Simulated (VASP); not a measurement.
Band structure of Ru (hcp). All values below come from PBEsol GGA with spin-orbit coupling, VASP's PBE PAW potentials (set 64) (plane waves; VASP 6.6.1).

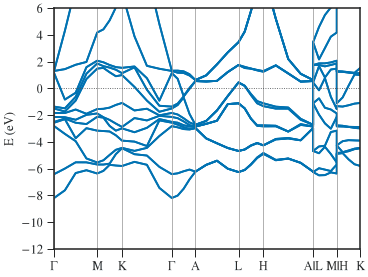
Bands along high-symmetry lines, zero at the valence-band maximum or, without a gap, the Fermi level

**Question.** Read the plot: is there a gap, and where are the band edges?

**Answer.** It has no gap at this level: it comes out as a metal or semimetal.

The compound is Ru in the hcp structure. It was relaxed first.
